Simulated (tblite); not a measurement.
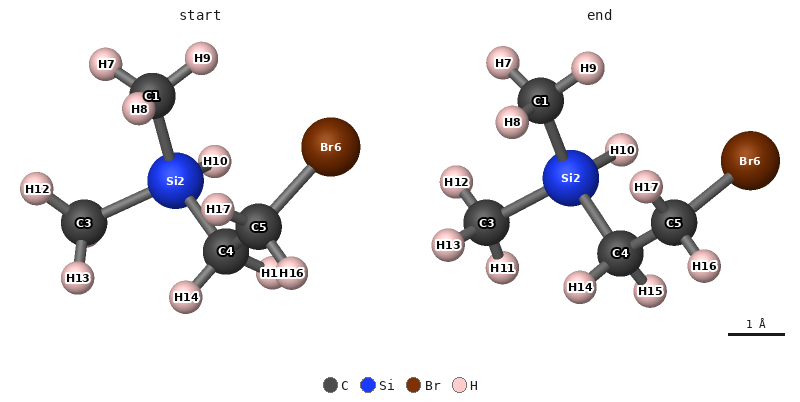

The structure of C4H11BrSi before (left) and after (right) a relaxation, at one scale.

A ball-and-stick model, seen from a free direction.

All numbers below come from GFN2-xTB geometry optimisation, gas phase in tblite. 

Summarise the run.

The atom that moves furthest after the best rigid fit is H12 (1.22 Å). Largest moves by element: H 1.22 Å, Br 0.80 Å, C 0.35 Å, Si 0.12 Å. Among the contacts that change: Si2–C4 1.840 → 1.920 Å, C1–Si2 1.862 → 1.903 Å, C1–H8 1.127 → 1.088 Å, C1–H7 1.120 → 1.086 Å. Among the angles between lasting bonds that change: H11–C3–H12 114.0° → 107.6°, C1–Si2–C4 113.6° → 108.6°, Si2–C1–H9 106.5° → 111.5°. Groups turn about Si2–C3 by about 55°, Si2–C4 by about 30°. After 151 geometry steps the energy has fallen by 11.5 kcal/mol.
